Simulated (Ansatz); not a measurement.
# C2H7NSi (SMILES C=N[SiH2]C): wB97X/6-31G(d) (spherical functions)

What is the electronic atomisation energy of C2H7NSi at wB97X/6-31G* (spherical functions)? 

The calculation is run with Ansatz 0.2.0.

63 further runs of the same task are left out: 63 set aside as unsound or not needed. Runs told in other sessions of the task aren't counted.

## Step 1: Starting point

C2H7NSi: 11 atoms, total charge 0, spin state singlet. As SMILES, `C=N[SiH2]C`. Geometry: relaxed at PBE0-D4/def2-TZVP. This is one conformer, not always the lowest.

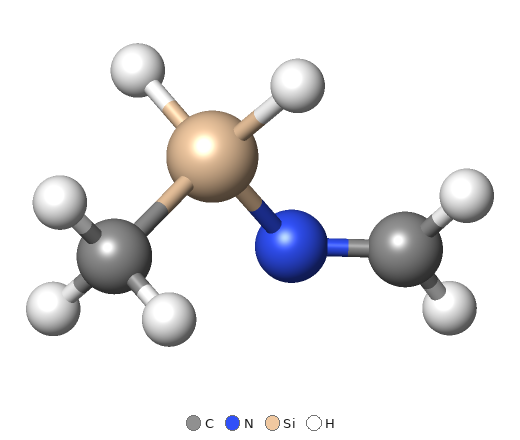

Viewed from a chosen angle; carbon grey, nitrogen blue, silicon light orange, hydrogen white.

## Step 2: A single-point energy at wB97X/6-31G(d) (spherical functions)

Input file job.yaml:

```yaml
crystal:
  periodic: [false, false, false]
  atoms:
    - symbol: C
      position_ang: [-0.763200, 2.027200, 0.389900]
    - symbol: N
      position_ang: [-0.749500, 1.001600, -0.336400]
    - symbol: Si
      position_ang: [-0.379200, -0.602800, 0.247400]
    - symbol: C
      position_ang: [1.068600, -1.271000, -0.713200]
    - symbol: H
      position_ang: [-0.997700, 3.009000, -0.039500]
    - symbol: H
      position_ang: [-0.550300, 2.023600, 1.471900]
    - symbol: H
      position_ang: [-0.075100, -0.581600, 1.713400]
    - symbol: H
      position_ang: [-1.590400, -1.434700, 0.023400]
    - symbol: H
      position_ang: [0.849500, -1.270200, -1.783000]
    - symbol: H
      position_ang: [1.292800, -2.296000, -0.407900]
    - symbol: H
      position_ang: [1.959900, -0.662200, -0.545500]
basis:
  gaussian:
    orbitals: 6-31G_st_-spherical.json
hamiltonian:
  xc: {name: wB97X}
accuracy: high
output: {orbitals: {seedname: orbitals}}
```

The basis set 6-31G* is read from a file made from the Basis Set Exchange's data (not shown).

Launch:

```console
$ ansatz run job.yaml --threads 1 --pin off --max-ram 3480MiB --events-out events.jsonl --progress --plain --runs-dir runs
```

What it wrote:

```text
Warning: RAYON_NUM_THREADS=1 ignored (pool sized by the plan → 1); use --threads N
Functional definition: wB97X
  name "wB97X"
  parameter omega = 0.3/bohr
  parameter cx = 0.157706
  parameter cx1 = 0.726479
  parameter cx2 = 1.04760
  parameter cx3 = -5.70635
  parameter cx4 = 13.2794
  parameter css1 = -4.33879
  parameter css2 = 18.2308
  parameter css3 = -31.7430
  parameter css4 = 17.2901
  parameter cos1 = 2.37031
  parameter cos2 = -11.3995
  parameter cos3 = 6.58405
  parameter cos4 = -3.78132
  exchange = spin_sum(e_x_unif_sr(omega)*poly(b97_u_x, 1 - cx, cx1, cx2, cx3, cx4)) + cx*exact_x_sr(omega)
      + exact_x_lr(omega)
  correlation = spin_sum(e_c_pw_same_spin*poly(b97_u_same, 1, css1, css2, css3, css4))
      + integral(e_c_pw_opposite_spin*poly(b97_u_opposite, 1, cos1, cos2, cos3, cos4))
1802 factors; integrals over basis functions are off by at most 3.9e-9 eV
369 factors; integrals over basis functions are off by at most 2.0e-9 eV
mean field evaluation 1: about -11549.6616 eV, gradient 4.3e1 eV
mean field evaluation 2: about -11549.7605 eV, gradient 4.3e1 eV
mean field evaluation 4: about -11553.6799 eV, gradient 1.7e0 eV
mean field evaluation 8: about -11553.8561 eV, gradient 1.0e-1 eV
mean field evaluation 16: about -11553.8561 eV, gradient 3.8e-5 eV
mean field -11553.85612494 eV, -424.5963811064 hartree, gradient 4.0e-8 eV, S^2 0.000000; 0 other end points of the search recorded, 0 dependent functions left out
reference -11553.85612209 eV, -424.5963810019 hartree; 20, 20 occupied and 54, 54 virtual orbitals, 1802 factors
Total energy: -11553.85612209 eV, -424.5963810019 hartree
```

Wall time 27 s (1 thread of Arm Neoverse V1, shared host); peak memory 0.46 GiB.

## Step 3: The C atom

Input file run.yaml:

```yaml
crystal:
  periodic: [false, false, false]
  atoms:
    - {symbol: C, position_ang: [0.000000, 0.000000, 0.000000]}
basis:
  gaussian:
    orbitals: 6-31G_st_-spherical.json
magnetization:
  spin_polarized: true
  initial_magnetization: 2
hamiltonian:
  xc: {name: wB97X}
accuracy: high
```

The basis set 6-31G* is read from a file made from the Basis Set Exchange's data (not shown).

Run the same way, it converges to -37.83308 Eh (log not shown).

## Step 4: The H atom

Input file in.yaml:

```yaml
crystal:
  periodic: [false, false, false]
  atoms:
    - {symbol: H, position_ang: [0.000000, 0.000000, 0.000000]}
basis:
  gaussian: {orbitals: "6-31G*"}
magnetization: {spin_polarized: true, initial_magnetization: 1}
hamiltonian: {xc: {name: wB97X}}
accuracy: high
```

Run the same way, it converges to -0.49932 Eh (log not shown).

## Step 5: The N atom at the same level

Input file input.yaml:

```yaml
crystal:
  periodic: [false, false, false]
  atoms:
    - symbol: N
      position_ang: [0.000000, 0.000000, 0.000000]
basis:
  gaussian:
    orbitals: 6-31G_st_-spherical.json
magnetization:
  spin_polarized: true
  initial_magnetization: 3
hamiltonian:
  xc: {name: wB97X}
accuracy: high
```

The basis set 6-31G* is read from a file made from the Basis Set Exchange's data (not shown).

Run the same way, it converges to -54.57213 Eh (log not shown).

## Step 6: The Si atom, same level

Input file job.yaml:

```yaml
basis:
  gaussian: {orbitals: 6-31G_st_-spherical.json}
crystal:
  periodic: [false, false, false]
  atoms:
    - {symbol: Si, position_ang: [0.000000, 0.000000, 0.000000]}
magnetization: {spin_polarized: true, initial_magnetization: 2}
hamiltonian: {xc: {name: wB97X}}
accuracy: high
```

The basis set 6-31G* is read from a file made from the Basis Set Exchange's data (not shown).

Run the same way, it converges to -289.33785 Eh (log not shown).

## Step 7: Summary of results

Level: wB97X/6-31G* (spherical functions).

| quantity | value |
| --- | --- |
| molecule: total energy | -424.59638 Eh |
| molecule: HOMO energy | -9.28 eV |
| molecule: LUMO energy | 1.96 eV |
| molecule: HOMO–LUMO gap | 11.25 eV |
| C atom: total energy | -37.83308 Eh |
| C atom: ⟨S²⟩ | 2.004 |
| H atom: total energy | -0.49932 Eh |
| H atom: ⟨S²⟩ | 0.750 |
| N atom: total energy | -54.57213 Eh |
| N atom: ⟨S²⟩ | 3.755 |
| Si atom: total energy | -289.33785 Eh |
| Si atom: ⟨S²⟩ | 2.003 |
| electronic atomisation energy | 41.497 eV |

**Reading.** Taking the molecule apart into free atoms costs 41.50 eV (957 kcal/mol), before zero-point energy and without spin-orbit coupling.
